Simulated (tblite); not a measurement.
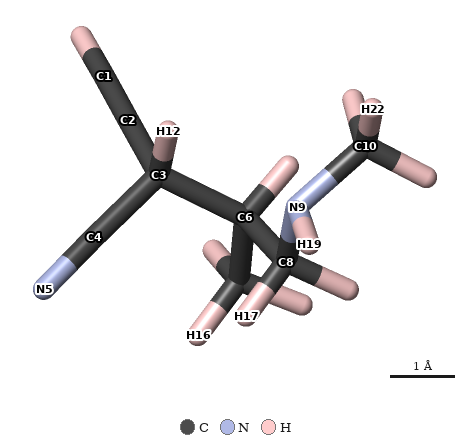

Figure 1. The structure as given in the input (stick view, seen at a tilt; atoms are numbered from 1 in the order of the input). Bond lengths as drawn: C–C 1.18 to 1.55 Å, C–H 1.07 to 1.11 Å, C–N 1.18 to 1.46 Å and H–N 1.02 Å.

## Geometry relaxation, with input and output: C8H12N2 (part 1 of 4)

- system: C8H12N2
- method: GFN2-xTB geometry optimisation, gas phase (tblite 0.8.0)

It belongs to a series of runs on one base structure; here: H on C replaced by CH3.

### The input
```
{"job": {"kind": "relax", "xc": "GFN2-xTB", "basis": "xTB"}, "charge": 0, "multiplicity": 1}
C     -2.746700     2.209100    -0.828100
C     -1.992000     1.527800    -0.221100
C     -1.025000     0.676500     0.556600
C     -1.695400    -0.058200     1.637900
N     -2.208000    -0.669700     2.505400
C     -0.253000    -0.261900    -0.405200
C     -1.140900    -1.301700    -1.099300
C      0.918000    -0.985800     0.316300
N      1.846200    -0.094000     0.999700
C      2.713600     0.619600     0.078300
H     -3.443800     2.820900    -1.370900
H     -0.327200     1.373500     1.019100
H      0.175100     0.356700    -1.195200
H     -1.945700    -0.830800    -1.662800
H     -0.557600    -1.888600    -1.804000
H     -1.591400    -1.998300    -0.364800
H      0.499400    -1.672900     1.065200
H      1.456900    -1.629500    -0.398600
H      2.426600    -0.643400     1.631800
H      2.162700     1.304400    -0.565800
H      3.292600    -0.065200    -0.542200
H      3.425300     1.231100     0.647000
```

The first line tells a small driver script what to run in tblite; the rest is the geometry in Å.

Machine: 1 CPU thread, shared host.

Command:
```bash
OMP_NUM_THREADS=1 python <driver script> task.json out
```

### Output
```
step      E/eV     max force
  0    -788.23882    4.220
  1    -787.80032   13.089
  2    -788.36055    2.007
  3    -788.26346    6.200
  4    -788.40704    0.414
  5    -788.41969    0.303
  6    -788.44752    0.258
  7    -788.45073    0.160
  8    -788.45821    0.209
  9    -788.46178    0.209
 10    -788.46677    0.153
 11    -788.46978    0.147
 12    -788.47274    0.132
 13    -788.47531    0.168
 14    -788.47812    0.150
 15    -788.48065    0.116
 16    -788.48274    0.106
 17    -788.48430    0.094
 18    -788.48553    0.084
 19    -788.48655    0.080
 20    -788.48743    0.073
 21    -788.48825    0.072
 22    -788.48906    0.076
 23    -788.48975    0.069
 24    -788.49023    0.046
 25    -788.49056    0.039
 26    -788.49084    0.039
 27    -788.49107    0.037
 28    -788.49122    0.023
 29    -788.49131    0.022
 30    -788.49140    0.022
 31    -788.49150    0.032
 32    -788.49161    0.029
 33    -788.49170    0.021
 34    -788.49178    0.020
 35    -788.49188    0.025
 36    -788.49198    0.029
 37    -788.49206    0.019
 38    -788.49212    0.021
 39    -788.49217    0.021
 40    -788.49224    0.022
 41    -788.49231    0.020
 42    -788.49238    0.019
 43    -788.49243    0.016
 44    -788.49250    0.023
 45    -788.49259    0.033
 46    -788.49270    0.033
 47    -788.49285    0.028
 48    -788.49300    0.030
 49    -788.49314    0.024
 50    -788.49325    0.026
 51    -788.49334    0.023
 52    -788.49342    0.022
 53    -788.49349    0.018
 54    -788.49357    0.019
 55    -788.49363    0.018
 56    -788.49367    0.013
 57    -788.49370    0.012
 58    -788.49373    0.013
 59    -788.49377    0.016
 60    -788.49381    0.018
 61    -788.49384    0.015
 62    -788.49387    0.011
 63    -788.49390    0.012
 64    -788.49393    0.016
 65    -788.49397    0.021
 66    -788.49402    0.018
 67    -788.49406    0.014
 68    -788.49409    0.013
 69    -788.49412    0.013
 70    -788.49414    0.014
 71    -788.49416    0.010
 72    -788.49418    0.012
 73    -788.49421    0.012
 74    -788.49422    0.013
 75    -788.49424    0.011
 76    -788.49425    0.007
```

### Trajectory as extended XYZ (Å, eV, eV/Å), 37 of the 77 frames kept, from step=0 to step=76
```
22
Properties=species:S:1:pos:R:3:forces:R:3 step=0 energy=-788.23882
C    -2.7467    2.2091   -0.8281   -1.4360   1.2070  -1.0850
C    -1.9920    1.5278   -0.2211    1.5540  -1.7110   1.5370
C    -1.0250    0.6765    0.5566   -1.1220   0.1870  -0.4380
C    -1.6954   -0.0582    1.6379   -1.4530  -1.7350   2.2350
N    -2.2080   -0.6697    2.5054    1.8090   2.2020  -3.1120
C    -0.2530   -0.2619   -0.4052    0.4180  -0.4000   0.0310
C    -1.1409   -1.3017   -1.0993   -0.3220  -0.2620   0.5090
C     0.9180   -0.9858    0.3163   -0.2640  -0.2120   0.2950
N     1.8462   -0.0940    0.9997   -0.2950   0.2720  -0.1700
C     2.7136    0.6196    0.0783    0.3730   0.2500   0.3520
H    -3.4438    2.8209   -1.3709    0.6160  -0.4970   0.4260
H    -0.3272    1.3735    1.0191    0.2820  -0.0140   0.1730
H     0.1751    0.3567   -1.1952    0.0320   0.2250  -0.0190
H    -1.9457   -0.8308   -1.6628    0.0240   0.0940   0.1480
H    -0.5576   -1.8886   -1.8040    0.0970  -0.0060   0.0500
H    -1.5914   -1.9983   -0.3648    0.2260   0.4080  -0.3370
H     0.4994   -1.6729    1.0652   -0.0710   0.2160   0.0180
H     1.4569   -1.6295   -0.3986   -0.1090   0.0920  -0.2850
H     2.4266   -0.6434    1.6318   -0.1430   0.1150  -0.0840
H     2.1627    1.3044   -0.5658   -0.1790  -0.1640   0.0670
H     3.2926   -0.0652   -0.5422    0.1320  -0.1140  -0.3170
H     3.4253    1.2311    0.6470   -0.1710  -0.1520   0.0040
22
Properties=species:S:1:pos:R:3:forces:R:3 step=2 energy=-788.36055
C    -2.7538    2.2138   -0.8325    1.2070  -1.1800   1.0350
C    -1.9819    1.5124   -0.2073   -1.1990   0.7570  -0.7070
C    -1.0431    0.6770    0.5526    0.0670   0.0040  -0.0680
C    -1.6962   -0.0593    1.6345   -0.6550  -0.7150   0.8110
N    -2.1990   -0.6581    2.4894    0.8610   1.0420  -1.4830
C    -0.2463   -0.2689   -0.4044    0.0220  -0.1180   0.0060
C    -1.1457   -1.3058   -1.0913    0.0830   0.0340  -0.0410
C     0.9137   -0.9893    0.3211   -0.0050  -0.0260   0.0050
N     1.8410   -0.0892    0.9970   -0.1140   0.1300  -0.0100
C     2.7198    0.6234    0.0837    0.0400  -0.0660  -0.0680
H    -3.4357    2.8146   -1.3656    0.1690  -0.1030   0.0810
H    -0.3228    1.3721    1.0221   -0.0100  -0.2580   0.0160
H     0.1756    0.3606   -1.1953    0.0000   0.0900   0.0770
H    -1.9452   -0.8290   -1.6597    0.0390   0.0770   0.1780
H    -0.5561   -1.8886   -1.8027   -0.0170   0.0310   0.1360
H    -1.5877   -1.9915   -0.3702    0.0060   0.0720   0.0250
H     0.4978   -1.6692    1.0661   -0.1220   0.0690   0.1630
H     1.4546   -1.6276   -0.4038   -0.1460   0.1080  -0.1590
H     2.4235   -0.6409    1.6300   -0.2120   0.1750  -0.1090
H     2.1595    1.3011   -0.5644   -0.0880  -0.1560   0.1010
H     3.2949   -0.0670   -0.5479    0.0430   0.0200  -0.1520
H     3.4227    1.2287    0.6477    0.0290   0.0110   0.1650
22
Properties=species:S:1:pos:R:3:forces:R:3 step=4 energy=-788.40704
C    -2.7472    2.2061   -0.8259    0.0580  -0.1380   0.1050
C    -1.9886    1.5115   -0.2071   -0.0730  -0.2050   0.1460
C    -1.0443    0.6771    0.5511    0.0530  -0.0200  -0.1330
C    -1.6974   -0.0594    1.6302    0.0010   0.0580  -0.2690
N    -2.1925   -0.6499    2.4779    0.1630   0.2150  -0.3140
C    -0.2459   -0.2710   -0.4041    0.0020   0.0060  -0.0140
C    -1.1444   -1.3054   -1.0915    0.0340   0.0330   0.0250
C     0.9133   -0.9900    0.3214   -0.0430  -0.0020   0.0250
N     1.8384   -0.0863    0.9965   -0.1060   0.1100  -0.0790
C     2.7209    0.6223    0.0828    0.0460  -0.0360  -0.0060
H    -3.4300    2.8106   -1.3622    0.2540  -0.1870   0.1570
H    -0.3229    1.3669    1.0225    0.0020  -0.2040   0.0150
H     0.1757    0.3625   -1.1937   -0.0010   0.0560   0.0880
H    -1.9444   -0.8273   -1.6560    0.0220   0.0860   0.1410
H    -0.5563   -1.8881   -1.8001    0.0170  -0.0080   0.0720
H    -1.5874   -1.9897   -0.3700    0.0060   0.0590   0.0310
H     0.4953   -1.6676    1.0693   -0.0860   0.0780   0.1200
H     1.4516   -1.6254   -0.4072   -0.1260   0.0870  -0.1250
H     2.4192   -0.6374    1.6279   -0.1620   0.1300  -0.0360
H     2.1575    1.2979   -0.5623   -0.0830  -0.1100   0.0630
H     3.2959   -0.0666   -0.5512    0.0330   0.0200  -0.1180
H     3.4230    1.2287    0.6509   -0.0090  -0.0290   0.1080
22
Properties=species:S:1:pos:R:3:forces:R:3 step=6 energy=-788.44752
C    -2.7400    2.1905   -0.8140    0.1020  -0.1580   0.1160
C    -1.9947    1.4898   -0.1920   -0.0350   0.0280  -0.0940
C    -1.0387    0.6741    0.5375    0.2390  -0.0920  -0.0340
C    -1.6940   -0.0509    1.5977    0.0310  -0.0690  -0.0570
N    -2.1799   -0.6322    2.4517   -0.1320  -0.0910   0.0990
C    -0.2445   -0.2718   -0.4055    0.0470   0.0270  -0.0760
C    -1.1415   -1.3026   -1.0885   -0.0160   0.0040   0.0120
C     0.9078   -0.9897    0.3233   -0.0510   0.0520  -0.0350
N     1.8282   -0.0761    0.9892   -0.0100  -0.0210  -0.0560
C     2.7253    0.6194    0.0817   -0.0410   0.0020  -0.0240
H    -3.4069    2.7938   -1.3483   -0.0730   0.0560  -0.0500
H    -0.3208    1.3469    1.0246    0.1320  -0.0050   0.0170
H     0.1765    0.3691   -1.1858    0.0630   0.0320  -0.0350
H    -1.9425   -0.8180   -1.6417   -0.0160   0.0730   0.0350
H    -0.5546   -1.8888   -1.7927    0.0020  -0.0180   0.0030
H    -1.5865   -1.9832   -0.3667   -0.0010   0.0170   0.0780
H     0.4866   -1.6587    1.0812   -0.0080   0.0920  -0.0030
H     1.4380   -1.6164   -0.4197   -0.0890   0.0240   0.0150
H     2.4017   -0.6233    1.6247   -0.0840   0.0560   0.1120
H     2.1492    1.2870   -0.5562   -0.0140   0.0280  -0.0330
H     3.2993   -0.0645   -0.5631   -0.0040   0.0320   0.0080
H     3.4216    1.2251    0.6617   -0.0430  -0.0680   0.0010
22
Properties=species:S:1:pos:R:3:forces:R:3 step=8 energy=-788.45821
C    -2.7374    2.1798   -0.8073   -0.1380   0.0870  -0.1010
C    -1.9920    1.4790   -0.1895    0.1970  -0.0650   0.0260
C    -1.0218    0.6671    0.5318   -0.1200   0.0380   0.1140
C    -1.6919   -0.0574    1.5871    0.0480  -0.1390   0.1050
N    -2.1839   -0.6301    2.4455   -0.0630   0.0050  -0.0690
C    -0.2401   -0.2706   -0.4124    0.0330  -0.0030  -0.0460
C    -1.1418   -1.3013   -1.0868   -0.0080   0.0080  -0.0120
C     0.9029   -0.9860    0.3211    0.0460  -0.0140  -0.0170
N     1.8240   -0.0742    0.9831   -0.0120   0.0070   0.0160
C     2.7233    0.6185    0.0791   -0.0340   0.0060  -0.0170
H    -3.4027    2.7902   -1.3454    0.0270  -0.0650   0.0550
H    -0.3086    1.3398    1.0265    0.1150  -0.0140  -0.0100
H     0.1824    0.3739   -1.1871    0.0720   0.0070  -0.1050
H    -1.9430   -0.8092   -1.6339   -0.0060   0.0160   0.0120
H    -0.5546   -1.8904   -1.7897   -0.0560  -0.0060   0.0000
H    -1.5860   -1.9790   -0.3593    0.0240   0.0550   0.0360
H     0.4827   -1.6481    1.0848   -0.0330   0.0600  -0.0240
H     1.4265   -1.6122   -0.4229   -0.0070  -0.0650   0.0020
H     2.3884   -0.6137    1.6327   -0.0670   0.0450   0.0840
H     2.1454    1.2859   -0.5570    0.0130   0.0530  -0.0410
H     3.3001   -0.0613   -0.5666   -0.0090   0.0030   0.0020
H     3.4177    1.2185    0.6655   -0.0220  -0.0190  -0.0110
22
Properties=species:S:1:pos:R:3:forces:R:3 step=11 energy=-788.46978
C    -2.7378    2.1656   -0.8012    0.0510  -0.0420   0.0280
C    -1.9761    1.4711   -0.1921    0.0110   0.1020   0.0330
C    -1.0089    0.6618    0.5364   -0.0170   0.0240  -0.0150
C    -1.6811   -0.0774    1.5838    0.0290   0.0480   0.0330
N    -2.2010   -0.6337    2.4365   -0.0110  -0.0330  -0.0820
C    -0.2316   -0.2664   -0.4248   -0.0120   0.0300   0.0400
C    -1.1428   -1.2973   -1.0857    0.0170   0.0560   0.0040
C     0.9017   -0.9829    0.3157    0.0200  -0.0370  -0.0090
N     1.8173   -0.0710    0.9773   -0.0330   0.0430   0.0070
C     2.7171    0.6188    0.0745    0.0260   0.0150   0.0150
H    -3.3986    2.7806   -1.3382    0.0060  -0.0660   0.0330
H    -0.2815    1.3284    1.0269   -0.0330  -0.0720  -0.0190
H     0.1972    0.3785   -1.2007   -0.0270  -0.0640  -0.0120
H    -1.9450   -0.7973   -1.6241   -0.0130  -0.0350  -0.0140
H    -0.5625   -1.8937   -1.7875   -0.0800  -0.0090  -0.0240
H    -1.5822   -1.9666   -0.3459    0.0270   0.0730  -0.0080
H     0.4734   -1.6290    1.0857   -0.0610  -0.0300  -0.0120
H     1.4142   -1.6174   -0.4256    0.0960  -0.1100   0.0130
H     2.3647   -0.5961    1.6532   -0.0270   0.0600  -0.0010
H     2.1435    1.2916   -0.5630    0.0400   0.0090   0.0090
H     3.2991   -0.0575   -0.5700   -0.0340  -0.0270  -0.0100
H     3.4106    1.2094    0.6679    0.0250   0.0650  -0.0090
22
Properties=species:S:1:pos:R:3:forces:R:3 step=13 energy=-788.47531
C    -2.7363    2.1579   -0.7982    0.0840  -0.0550   0.0540
C    -1.9649    1.4747   -0.1895   -0.0460   0.0770   0.0670
C    -1.0057    0.6616    0.5389    0.1440  -0.0610  -0.0600
C    -1.6731   -0.0832    1.5854   -0.0300   0.1130  -0.0720
N    -2.2110   -0.6391    2.4265    0.0000  -0.0710  -0.0130
C    -0.2282   -0.2629   -0.4281    0.0190  -0.0520  -0.0210
C    -1.1423   -1.2913   -1.0852   -0.0210   0.0070  -0.0100
C     0.9034   -0.9848    0.3125   -0.0250  -0.0160  -0.0040
N     1.8117   -0.0663    0.9753   -0.0190   0.0090  -0.0380
C     2.7159    0.6203    0.0735    0.0230   0.0130   0.0180
H    -3.3968    2.7706   -1.3321   -0.0640   0.0050  -0.0330
H    -0.2706    1.3181    1.0257   -0.0070  -0.0020   0.0350
H     0.2024    0.3756   -1.2090   -0.0450  -0.0300   0.0380
H    -1.9472   -0.7947   -1.6211   -0.0300  -0.0020  -0.0220
H    -0.5732   -1.8959   -1.7886   -0.0380   0.0050  -0.0240
H    -1.5782   -1.9547   -0.3401   -0.0080   0.0300   0.0170
H     0.4642   -1.6226    1.0844   -0.0170  -0.0420  -0.0250
H     1.4167   -1.6293   -0.4249    0.0530  -0.0160   0.0870
H     2.3515   -0.5830    1.6632   -0.0030   0.0580  -0.0130
H     2.1463    1.2957   -0.5654    0.0340  -0.0030   0.0180
H     3.2956   -0.0580   -0.5719   -0.0350  -0.0160   0.0170
H     3.4093    1.2106    0.6678    0.0300   0.0490  -0.0140
22
Properties=species:S:1:pos:R:3:forces:R:3 step=15 energy=-788.48065
C    -2.7320    2.1494   -0.7940   -0.0080   0.0370  -0.0120
C    -1.9541    1.4812   -0.1790    0.0090  -0.0170   0.0580
C    -0.9949    0.6583    0.5376    0.0730  -0.0090   0.0010
C    -1.6686   -0.0821    1.5832   -0.0670   0.0150  -0.0800
N    -2.2184   -0.6470    2.4110    0.0340  -0.0220  -0.0250
C    -0.2237   -0.2638   -0.4329    0.0100  -0.0810  -0.0610
C    -1.1437   -1.2852   -1.0858   -0.0690  -0.0670  -0.0310
C     0.9040   -0.9885    0.3093   -0.0070   0.0010   0.0160
N     1.8043   -0.0603    0.9710    0.0050  -0.0060  -0.0130
C     2.7167    0.6227    0.0738   -0.0100   0.0060  -0.0020
H    -3.3977    2.7588   -1.3266   -0.0430  -0.0040  -0.0130
H    -0.2597    1.3072    1.0273    0.0750   0.0580   0.0670
H     0.2044    0.3706   -1.2149    0.0030   0.0330   0.0030
H    -1.9516   -0.7923   -1.6194   -0.0350   0.0380  -0.0130
H    -0.5871   -1.8976   -1.7915    0.0050   0.0000  -0.0260
H    -1.5749   -1.9403   -0.3331   -0.0530  -0.0310   0.0340
H     0.4535   -1.6195    1.0814    0.0350  -0.0320  -0.0200
H     1.4235   -1.6427   -0.4178    0.0120   0.0460   0.1020
H     2.3378   -0.5649    1.6718    0.0110   0.0330   0.0000
H     2.1516    1.2996   -0.5664    0.0100   0.0170  -0.0070
H     3.2897   -0.0598   -0.5728   -0.0010  -0.0030   0.0400
H     3.4104    1.2156    0.6669    0.0130  -0.0110  -0.0190
```
